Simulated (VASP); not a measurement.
# Sn: Sn into a neighbouring Sn vacancy, part 2 of 5

Wanted: the minimum-energy path in Sn for this move: Sn into a neighbouring Sn vacancy. The start is a computed cell from the Materials Project.

VASP 6.6.1; PBEsol; plane waves and PAW (Sn).

So far. Step 2 (Relax the host): The run ended after 3 ionic steps, 0.007 eV below its first step, once forces and stress met EDIFFG = -0.02.

**3. Relax the start**

System of this step: Sn. The cell holds 23 atoms: 23 Sn. Cell: a = 8.828 Å, b = 13.243 Å, c = 8.828 Å, α = 97.4°, β = 97.4°, γ = 137.9°. It derives from Sn. Nearest the centre at fractional (0.188, 0.042, 0.125): Sn12 at 1.53 Å, Sn8 at 3.14 Å, Sn22 at 3.14 Å, Sn9 at 3.40 Å, Sn18 at 3.45 Å, Sn6 at 3.46 Å, Sn23 at 3.47 Å, Sn4 at 3.80 Å.

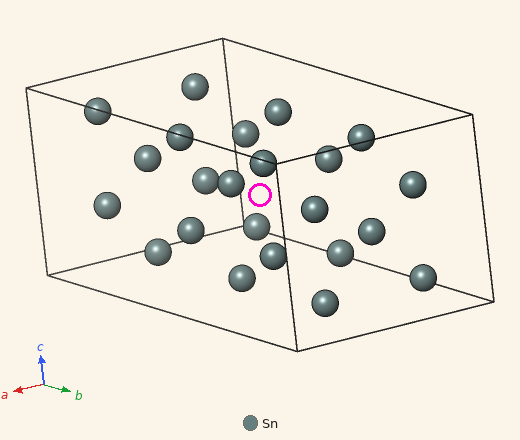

The cell of this step (tin teal). A ring marks the centre wherever it is empty.

A path needs two true minima; the start is relaxed with symmetry off.

The input, INCAR:

```
SYSTEM = Sn
PREC = Normal
ENCUT = 280
EDIFF = 1E-05
NELM = 120
ISMEAR = 1
SIGMA = 0.15
LREAL = Auto
ALGO = Fast
GGA = PS
NBANDS = 69
LORBIT = 11
LWAVE = .FALSE.
LCHARG = .FALSE.
NCORE = 5
LASPH = .TRUE.
IBRION = 2
NSW = 60
ISIF = 2
EDIFFG = -0.05
POTIM = 0.4
MAXMIX = 40
ISYM = 0
```

The input, POSCAR:

```
Sn
1.0
   -5.8266201904      5.8266201904      3.1687159126
    8.7399302856     -8.7399302856      4.7530738689
    5.8266201904      5.8266201904     -3.1687159126
Sn
23
Direct
    0.0024529217      0.0010906155      0.5020032236
    0.0029625191      0.3327814230     -0.0006827309
    0.0021478869      0.3334859899      0.5000757984
    0.0017741255      0.6681534358      0.0005535881
   -0.0018010934      0.6648097035      0.4984564567
    0.4991452231      0.0000698840      0.0010959498
    0.4995842866     -0.0008775089      0.4982166322
    0.5053980245      0.3351360446      0.0017479446
    0.4962064056      0.3298635887      0.4921048986
    0.5010525031      0.6666408314     -0.0003579218
    0.4968998166      0.6682953987      0.5017262460
    0.3782024412      0.0870656394      0.2546158399
    0.3726999672      0.0830975500      0.7462893041
    0.3707373812      0.4153539561      0.2480806404
    0.3730684343      0.4163774859      0.7482549141
    0.3734632935      0.7490440613      0.2502249490
    0.3775420249      0.7513543843      0.7525485015
    0.8746732354      0.0813421552      0.2498514097
    0.8760464568      0.0862631950      0.7496694022
    0.8718662008      0.4159832970      0.2478223871
    0.8723685403      0.4146621419      0.7505610347
    0.8738695462      0.7477509774      0.2484419981
    0.8711002039      0.7468005729      0.7517077227
```

The input, KPOINTS:

```
Automatic mesh
0
Gamma
3 2 2
0 0 0
```

The projector-augmented-wave data sets are Sn (PBE family, release 64).

Run with:

```sh
> mpirun -np 5 vasp_std
```

What it wrote:

```text
[banner, memory and clock lines left out]
running    5 mpi-ranks, on    1 nodes
 distrk:  each k-point on    5 cores,    1 groups
 distr:  one band on    5 cores,    1 groups

 POSCAR found type information on POSCAR Sn
 POSCAR found :  1 types and      23 ions
 [... a notice as in an earlier step ...]

 [... a notice as in an earlier step ...]

 LDA part: xc-table for (Slater+PW92), standard interpolation
|                                                                             |
|           W    W    AA    RRRRR   N    N  II  N    N   GGGG   !!!           |
|           W    W   A  A   R    R  NN   N  II  NN   N  G    G  !!!           |
|           W    W  A    A  R    R  N N  N  II  N N  N  G       !!!           |
|           W WW W  AAAAAA  RRRRR   N  N N  II  N  N N  G  GGG   !            |
|           WW  WW  A    A  R   R   N   NN  II  N   NN  G    G                |
|           W    W  A    A  R    R  N    N  II  N    N   GGGG   !!!           |
|                                                                             |
|     Your reciprocal lattice and k-lattice belong to different lattice       |
|     classes:                                                                |
|                                                                             |
|        The reciprocal lattice is triclinic,                                 |
|        whereas your k-lattice is base-centered monoclinic.                  |
|                                                                             |
|     Results are often still useful ...                                      |
|                                                                             |

 POSCAR, INCAR and KPOINTS ok, starting setup
 FFT: planning ... GRIDC
 FFT: planning ... GRID_SOFT
 FFT: planning ... GRID
 WAVECAR not read
 entering main loop
       N       E                     dE             d eps       ncg     rms          rms(c)
DAV:   1     0.224355290888E+03    0.22436E+03   -0.21489E+04  1104   0.637E+02
DAV:   2    -0.740832389347E+02   -0.29844E+03   -0.28183E+03  1334   0.120E+02
DAV:   3    -0.969181581922E+02   -0.22835E+02   -0.21915E+02  1416   0.341E+01
DAV:   4    -0.975280370788E+02   -0.60988E+00   -0.60154E+00  1376   0.542E+00
DAV:   5    -0.975453350285E+02   -0.17298E-01   -0.17261E-01  1408   0.778E-01    0.864E+00
RMM:   6    -0.970922792627E+02    0.45306E+00   -0.11786E-01  1104   0.870E-01    0.512E+00
RMM:   7    -0.968326150267E+02    0.25966E+00   -0.21931E-01  1104   0.135E+00    0.237E-01
RMM:   8    -0.968327278004E+02   -0.11277E-03   -0.24920E-02  1109   0.529E-01    0.136E-01
RMM:   9    -0.968331427118E+02   -0.41491E-03   -0.36179E-03  1149   0.183E-01    0.435E-02
RMM:  10    -0.968332347051E+02   -0.91993E-04   -0.82237E-04  1180   0.820E-02    0.175E-02
RMM:  11    -0.968332433299E+02   -0.86248E-05   -0.97019E-05  1073   0.274E-02
   1 F= -.96833243E+02 E0= -.96837709E+02  d E =-.968332E+02
 curvature:   0.00 expect dE= 0.000E+00 dE for cont linesearch  0.000E+00
 trial: gam= 0.00000 g(F)=  0.511E-01 g(S)=  0.000E+00 ort = 0.000E+00 (trialstep = 0.100E+01)
 search vector abs. value=  0.511E-01
 bond charge predicted
       N       E                     dE             d eps       ncg     rms          rms(c)
DAV:   1    -0.968763285716E+02   -0.43094E-01   -0.30861E-01  1312   0.139E+00    0.167E-01
RMM:   2    -0.968784980837E+02   -0.21695E-02   -0.26423E-02  1104   0.370E-01    0.564E-02
RMM:   3    -0.968789010865E+02   -0.40300E-03   -0.36198E-03  1169   0.142E-01    0.258E-02
RMM:   4    -0.968789445669E+02   -0.43480E-04   -0.50440E-04  1142   0.543E-02    0.163E-02
RMM:   5    -0.968789488973E+02   -0.43304E-05   -0.90664E-05  1082   0.247E-02
   2 F= -.96878949E+02 E0= -.96883616E+02  d E =-.457056E-01
[... from here on, the cycles between the ionic steps are left out ...]
   3 F= -.96951530E+02 E0= -.96956535E+02  d E =-.118287E+00
   4 F= -.96955320E+02 E0= -.96960330E+02  d E =-.122076E+00
   5 F= -.96980466E+02 E0= -.96985054E+02  d E =-.251461E-01
   6 F= -.97022762E+02 E0= -.97026024E+02  d E =-.674422E-01
   7 F= -.97025301E+02 E0= -.97028164E+02  d E =-.699810E-01
   8 F= -.97053841E+02 E0= -.97056724E+02  d E =-.285406E-01
   9 F= -.97087122E+02 E0= -.97089999E+02  d E =-.618208E-01
  10 F= -.97114785E+02 E0= -.97117322E+02  d E =-.276637E-01
  11 F= -.97122448E+02 E0= -.97124640E+02  d E =-.353269E-01
  12 F= -.97123928E+02 E0= -.97126200E+02  d E =-.368060E-01
  13 F= -.97148016E+02 E0= -.97149735E+02  d E =-.240888E-01
  14 F= -.97151761E+02 E0= -.97153114E+02  d E =-.278339E-01
  15 F= -.97161509E+02 E0= -.97162486E+02  d E =-.974741E-02
  16 F= -.97162727E+02 E0= -.97163500E+02  d E =-.109655E-01
  17 F= -.97171454E+02 E0= -.97172279E+02  d E =-.872673E-02
  18 F= -.97173093E+02 E0= -.97173983E+02  d E =-.103659E-01
 curvature: -10.22 expect dE=-0.151E-01 dE for cont linesearch -0.310E-07
 trial: gam= 0.44074 g(F)=  0.148E-02 g(S)=  0.000E+00 ort =-0.430E-05 (trialstep = 0.576E+01)
 search vector abs. value=  0.266E-02
 bond charge predicted
       N       E                     dE             d eps       ncg     rms          rms(c)
DAV:   1    -0.971761117097E+02   -0.30235E-02   -0.45572E-01  1142   0.167E+00    0.165E-01
RMM:   2    -0.971785047263E+02   -0.23930E-02   -0.27754E-02  1104   0.395E-01    0.980E-02
RMM:   3    -0.971788393696E+02   -0.33464E-03   -0.38455E-03  1145   0.152E-01    0.264E-02
RMM:   4    -0.971789059141E+02   -0.66544E-04   -0.59838E-04  1160   0.591E-02    0.184E-02
RMM:   5    -0.971789159688E+02   -0.10055E-04   -0.92439E-05  1110   0.252E-02    0.146E-02
RMM:   6    -0.971789155224E+02    0.44635E-06   -0.18487E-05   782   0.112E-02
  19 F= -.97178916E+02 E0= -.97179778E+02  d E =-.582267E-02
 trial-energy change:   -0.005823  1 .order   -0.005620   -0.008525   -0.002715
 step:   7.8582(harm=  8.4569)  dis= 0.01880  next Energy=   -97.179418 (dE=-0.633E-02)
 reached required accuracy - stopping structural energy minimisation
```

The job ended after 2.6 min (5 MPI ranks of Intel Xeon 6975P-C (Granite Rapids), shared host; peak memory 0.73 GiB; 12 min of CPU time).

OUTCAR, selected parts (step 3):

```text
 Found      8 irreducible k-points:

   k-points           NKPTS =      8   k-points in BZ     NKDIM =      8   number of bands    NBANDS=     69

   dimension x,y,z NGX =    36 NGY =   54 NGZ =   36
   dimension x,y,z NGXF=    72 NGYF=  108 NGZF=   72

   ENCUT  =  280.0 eV  20.58 Ry    4.54 a.u.  12.05 18.07 12.05*2*pi/ulx,y,z

   NELECT =      92.0000    total number of electrons

 E-fermi :   4.7307

 k-point     1 :       0.0000    0.0000    0.0000
  band No.  band energies     occupation
    ...
     42       3.9463      2.00000
     43       4.0769      2.00000
     44       4.2688      2.00012
     45       4.3890      2.00589
     46       4.5743      2.05799
     47       5.2549     -0.00001
     48       5.3714     -0.00000
     49       5.4363     -0.00000
     50       5.5193     -0.00000
     51       5.5858     -0.00000
    ...

 k-point     2 :       0.3333   -0.0000    0.0000
  band No.  band energies     occupation
    ...
     42       3.9528      2.00000
     43       4.1950      2.00001
     44       4.2970      2.00034
     45       4.5161      2.06118
     46       4.7267      1.04566
     47       5.0368     -0.01398
     48       5.1140     -0.00180
     49       5.2596     -0.00001
     50       5.3850     -0.00000
     51       5.4510     -0.00000
    ...

  Total       -5.3722007     -5.3978483    -11.4217767      0.7246647      1.6517128      0.7918258
  in kB      -13.3350558    -13.3987191    -28.3515153      1.7987870      4.0999365      1.9654963
  external PRESSURE =     -18.3617634 kB  Pullay stress =       0.0000000 kB

  energy-cutoff  :      280.00
  volume of cell :      645.46
      direct lattice vectors                 reciprocal lattice vectors
    -5.826620190  5.826620190  3.168715913     0.000000000  0.085813041  0.157792624
     8.739930286 -8.739930286  4.753073869     0.057208694  0.000000000  0.105195083
     5.826620190  5.826620190 -3.168715913     0.085813041  0.085813041  0.000000000

 POSITION                                       TOTAL-FORCE (eV/Angst)
 -----------------------------------------------------------------------------------
     -2.79855      8.65876      1.54750        -0.014052     -0.010285     -0.004224
      3.00045     -2.94931      1.79050        -0.005072      0.015823     -0.013743
     -0.31473      5.79317      3.11669         0.017877      0.002927     -0.024192
      5.76479      5.80588      2.96053        -0.001463     -0.006639     -0.011080
      3.05766      2.91963      4.68407         0.003289     -0.002040      0.041366
     -2.80572      2.94116      1.58654        -0.029007      0.021505      0.021539
     -0.05045      5.84656      0.06355         0.002365      0.017317     -0.003672
      5.80820      5.84388     -0.25660         0.022170     -0.006825     -0.017509
      2.94717      2.94071      1.54045         0.006791     -0.011939      0.025336
      8.69657      2.94334      1.90121        -0.005498      0.011916     -0.008730
      5.91536      0.02470      3.15452         0.013149     -0.017524     -0.017942
      0.05792      2.74972      0.70177         0.010446     -0.001099      0.010149
      2.86752      5.81257     -0.81814         0.021016     -0.007394      0.004444
      2.94555      0.01586      2.41578         0.015507     -0.020832      0.012753
      5.86967      2.87288      0.72266         0.000765     -0.007935     -0.022070
      5.76640     -2.94976      4.00752         0.020039     -0.004776      0.002990
      8.83740     -0.03258      2.36292         0.014104      0.002274      0.008415
     -3.51386      5.76859      2.52959        -0.021377      0.011951      0.011207
      0.13755      9.00719      0.68707        -0.028886     -0.004913     -0.005877
      0.08402      2.90553      3.98369         0.001157      0.010727     -0.002806
      2.74111      5.79581      2.42478        -0.008368      0.006216     -0.000813
      2.95593      0.05771      5.58334        -0.024868     -0.024743      0.013399
      6.08419      2.93123      3.97866        -0.010085      0.026287     -0.018938
 -----------------------------------------------------------------------------------
    total drift:                                0.049017     -0.016353     -0.043459

  FREE ENERGIE OF THE ION-ELECTRON SYSTEM (eV)
  ---------------------------------------------------
  free  energy   TOTEN  =       -97.1789155224 eV

  energy  without entropy=      -97.1815021479  energy(sigma->0) =      -97.17977773

 total charge
# of ion       s       p       d       tot
------------------------------------------
    1        1.480   1.403   0.104   2.988
    2        1.481   1.412   0.102   2.995
    3        1.478   1.406   0.100   2.984
    4        1.479   1.399   0.096   2.974
    5        1.470   1.446   0.106   3.021
    6        1.482   1.404   0.100   2.987
    7        1.467   1.426   0.093   2.986
    8        1.484   1.395   0.095   2.973
    9        1.471   1.456   0.115   3.042
   10        1.480   1.435   0.104   3.018
   11        1.475   1.431   0.106   3.011
   12        1.491   1.381   0.092   2.963
   13        1.467   1.444   0.104   3.015
   14        1.472   1.462   0.110   3.045
   15        1.483   1.416   0.103   3.002
   16        1.482   1.406   0.100   2.988
   17        1.465   1.489   0.113   3.067
   18        1.512   1.297   0.094   2.903
   19        1.503   1.332   0.090   2.925
   20        1.477   1.426   0.100   3.004
   21        1.473   1.444   0.106   3.022
   22        1.463   1.484   0.110   3.057
   23        1.494   1.366   0.090   2.950
--------------------------------------------------
tot         34.028  32.560   2.332  68.920

[... 1 part as in an earlier step ...]

[... 7 further parts left out ...]
```

The steps of the relaxation:

| step | energy less that of the first step (eV) | largest force (eV/Å) |
| --- | --- | --- |
| 1 | 0.0000 | 0.4361 |
| 2 | -0.0457 | 0.3443 |
| 3 | -0.1183 | 0.2156 |
| 4 | -0.1221 | 0.2065 |
| 5 | -0.1472 | 0.1883 |
| 6 | -0.1895 | 0.1593 |
| 7 | -0.1921 | 0.2086 |
| 8 | -0.2206 | 0.1468 |
| 9 | -0.2539 | 0.2002 |
| 10 | -0.2815 | 0.1542 |
| 11 | -0.2892 | 0.2283 |
| 12 | -0.2907 | 0.1693 |
| 13 | -0.3148 | 0.0753 |
| 14 | -0.3185 | 0.1198 |
| 15 | -0.3283 | 0.0802 |
| 16 | -0.3295 | 0.0925 |
| 17 | -0.3382 | 0.0529 |
| 18 | -0.3398 | 0.0583 |
| 19 | -0.3457 | 0.0420 |

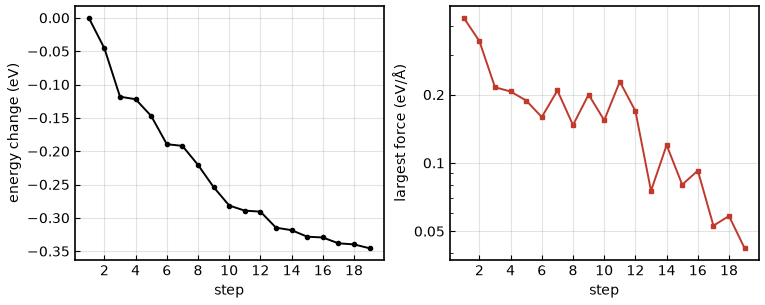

Energy and largest force along the relaxation.

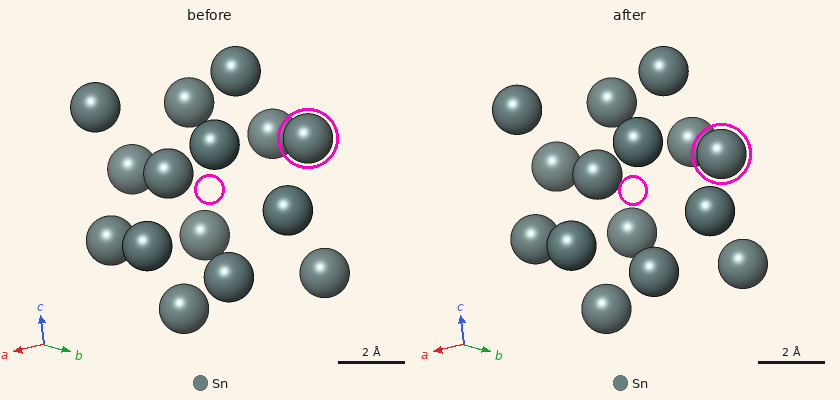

Before and after: the atoms that start within 5 Å of the centre. Sn18, which moves most, is ringed if it is among them. A ring with no atom in it marks the empty centre.

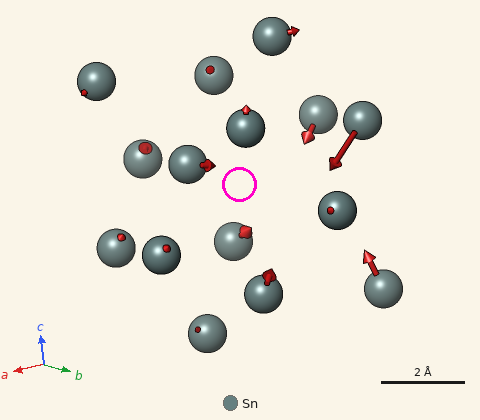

Displacements in the relaxation near the centre, exaggerated; the longest in the cell stands for 0.61 Å. A ring marks the centre wherever it is empty.

The atoms that moved most (Å):

| atom | dx | dy | dz | length |
| --- | --- | --- | --- | --- |
| Sn18 | -0.584 | -0.073 | 0.163 | 0.611 |
| Sn19 | 0.120 | 0.289 | -0.123 | 0.336 |
| Sn10 | -0.035 | 0.026 | 0.313 | 0.316 |
| Sn3 | -0.304 | -0.045 | -0.059 | 0.313 |
| Sn8 | -0.013 | -0.009 | -0.277 | 0.277 |
| Sn23 | 0.253 | 0.003 | 0.051 | 0.258 |
| Sn2 | 0.113 | -0.054 | 0.197 | 0.234 |
| Sn4 | -0.068 | -0.021 | -0.219 | 0.230 |

The relaxed structure:

```cif
data_structure
_symmetry_space_group_name_H-M 'P 1'
_symmetry_Int_Tables_number 1
_cell_length_a 8.8284
_cell_length_b 13.2425
_cell_length_c 8.8284
_cell_angle_alpha 97.402
_cell_angle_beta 97.402
_cell_angle_gamma 137.932
_cell_volume 645.46
loop_
_atom_site_label
_atom_site_type_symbol
_atom_site_fract_x
_atom_site_fract_y
_atom_site_fract_z
_atom_site_occupancy
Sn1 Sn 0.98722 0.00269 0.50288 1
Sn2 Sn 0.02944 0.36000 0.00439 1
Sn3 Sn 0.98892 0.30986 0.47012 1
Sn4 Sn 0.96537 0.64123 0.99291 1
Sn5 Sn 0.98965 0.66767 0.51293 1
Sn6 Sn 0.50273 0.00639 0.01162 1
Sn7 Sn 0.51174 0.00380 0.49738 1
Sn8 Sn 0.46099 0.30529 0.99990 1
Sn9 Sn 0.49542 0.33065 0.50526 1
Sn10 Sn 0.55257 0.69752 0.99886 1
Sn11 Sn 0.49988 0.67025 0.50973 1
Sn12 Sn 0.34670 0.07714 0.24093 1
Sn13 Sn 0.36970 0.07798 0.74487 1
Sn14 Sn 0.38255 0.42264 0.25413 1
Sn15 Sn 0.36056 0.41182 0.75023 1
Sn16 Sn 0.37923 0.75146 0.24170 1
Sn17 Sn 0.37006 0.75414 0.75557 1
Sn18 Sn 0.89417 0.06508 0.19349 1
Sn19 Sn 0.88135 0.08015 0.78474 1
Sn20 Sn 0.87793 0.42387 0.25654 1
Sn21 Sn 0.87997 0.41189 0.73258 1
Sn22 Sn 0.88596 0.75645 0.25861 1
Sn23 Sn 0.87934 0.76660 0.77364 1
```

This step gave:

```yaml
electronic_cycles: 126
electrons: 92
free_energy_toten: -97.1789 eV
energy_at_zero_smearing: -97.1798 eV
fermi_energy: 4.731 eV
```

The run ended after 19 ionic steps, 0.346 eV below its first step, once the forces on the free atoms met EDIFFG = -0.05.

[end of part 2 of 5]

[Lines on the potential files, build, host, timing and source positions are cut from VASP's logs without a mark.]

[Logs are printed without paths, hosts, clocks, repeated set-up lines and the standing remarks that a program may print on its own settings, such as how far it seeks lower states.]

[Hosts, paths, dates, database ids (printed as entryN), source tags and the programs' standing remarks are cut or masked in the printed files.]

[Runs that stopped without an error message from VASP are left out.]
